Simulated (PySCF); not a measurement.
**F8S4Si4 (cyclo-(F2SiS)4): density, localisation and related maps**

```yaml
atoms:
  - { symbol: Si, position_ang: [2.1637, 0.8689, 0.3995] }
  - { symbol: F, position_ang: [1.4826, 1.9308, -0.5941] }
  - { symbol: F, position_ang: [3.7192, 1.2253, 0.5211] }
  - { symbol: S, position_ang: [1.9632, -1.0746, -0.4209] }
  - { symbol: Si, position_ang: [0.6886, -0.6961, -2.0747] }
  - { symbol: F, position_ang: [1.4121, 0.1930, -3.1910] }
  - { symbol: F, position_ang: [0.4282, -2.1568, -2.6763] }
  - { symbol: S, position_ang: [-1.1306, 0.3227, -1.6944] }
  - { symbol: Si, position_ang: [-2.0872, -0.9435, -0.2902] }
  - { symbol: F, position_ang: [-3.5249, -0.2813, -0.0574] }
  - { symbol: F, position_ang: [-2.3019, -2.4179, -0.8789] }
  - { symbol: S, position_ang: [-1.0883, -1.3059, 1.5475] }
  - { symbol: Si, position_ang: [-0.6350, 0.6591, 2.1914] }
  - { symbol: F, position_ang: [-1.3664, 1.7153, 1.2286] }
  - { symbol: F, position_ang: [-1.1962, 0.8662, 3.6755] }
  - { symbol: S, position_ang: [1.4385, 1.0609, 2.3806] }
```

Geometry: PBE0-D3(BJ)/def2-SVP.

These are results of PBE0/pcSseg-1, SCF density, gas phase, non-relativistic (PySCF), not measurements.

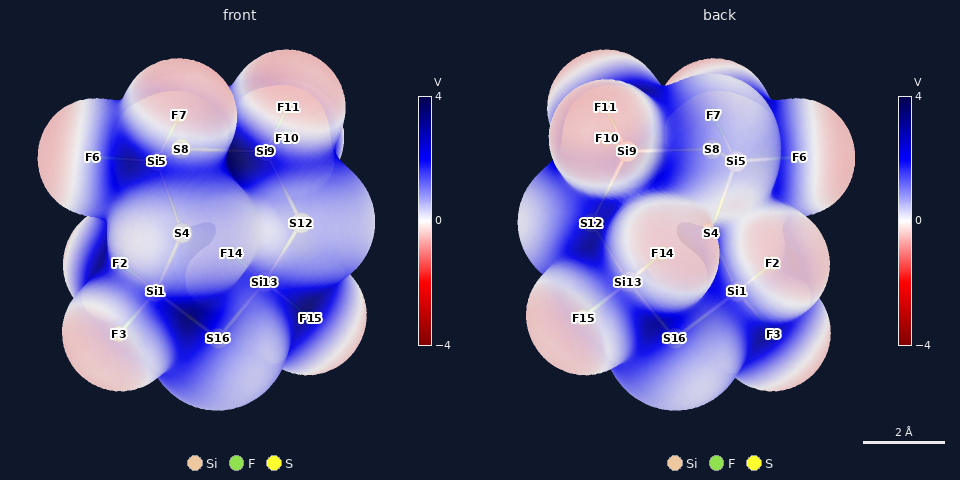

Figure 1. The molecular electrostatic potential painted on the density surface at 0.004 e/bohr³, seen from the front and from behind; red is negative and blue positive.

> Which sites attract a positive test charge, and which a negative one?

A positive charge is drawn to the negative regions and a negative charge to the positive ones. The most negative region (about −0.5 V) lies over F6, F7, F10 and F11, the most positive (about +3.8 V) over Si1, Si5, Si9 and Si13.

> What dipole moment does the calculation give?

Its dipole moment is 1.01 D.

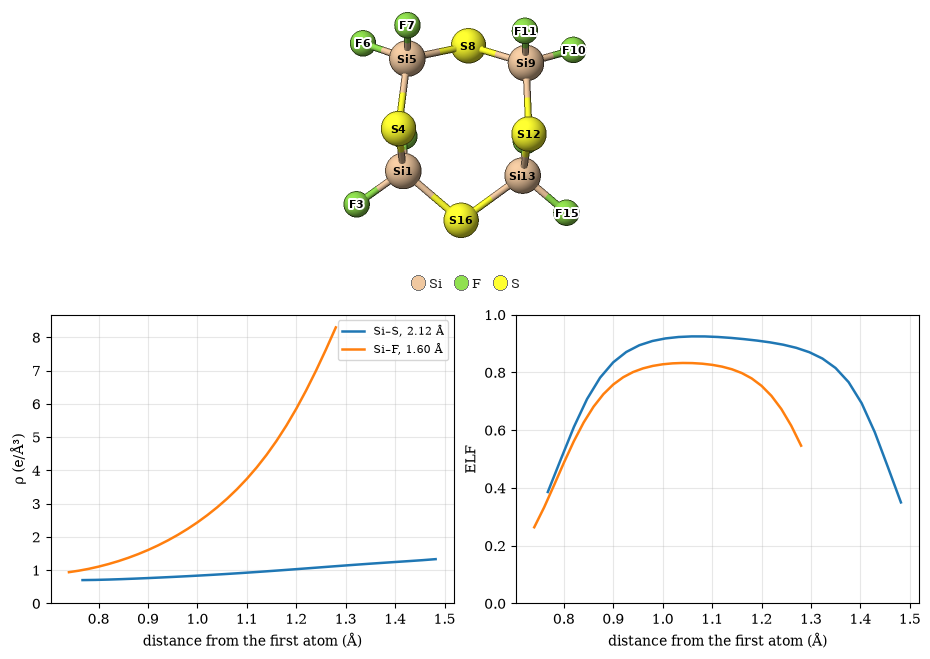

Figure 2. Electron density and electron localisation function along straight lines between neighbouring atoms. The curves leave out the atomic cores. The structure is drawn too.

> Compare the contacts.

Si–S (2.12 Å): the density is about 0.89 e/Å³ at the midpoint; the ELF peaks at about 0.90 between the atoms (a shared electron pair).
Si–F (1.60 Å): ρ is about 1.1 e/Å³ halfway; the ELF peaks at about 0.85 in the valence shell of F, 0.6 Å from its nucleus, and is about 0.50 at the midpoint.
